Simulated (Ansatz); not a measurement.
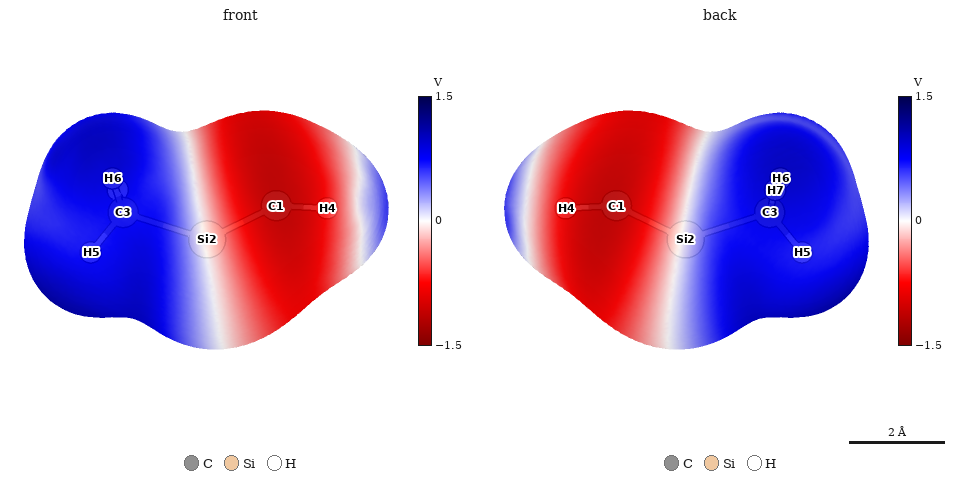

The picture shows: C₂H₄Si. The electrostatic potential painted on the density surface at 0.001 e/bohr³, seen from the front and from behind; red is negative and blue positive.

Geometry: PBE0-D4/def2-TZVP.

These are results of RKS PBE0-D4/def2-TZVPP (Ansatz), not measurements.

```xyz
7

C    -1.2759    0.3529   -0.6832
Si   -0.2566   -0.7543   -0.0642
C     1.4085   -0.7177    0.7912
H    -2.1974    0.6079   -1.1797
H     1.7357   -1.7260    1.0418
H     2.1385   -0.2558    0.1254
H     1.3245   -0.1276    1.7046
```

### Describe the electrostatic potential map.

The most negative region (about −1.1 V) lies over C1 and Si2, the most positive (about +1.1 V) over H5.
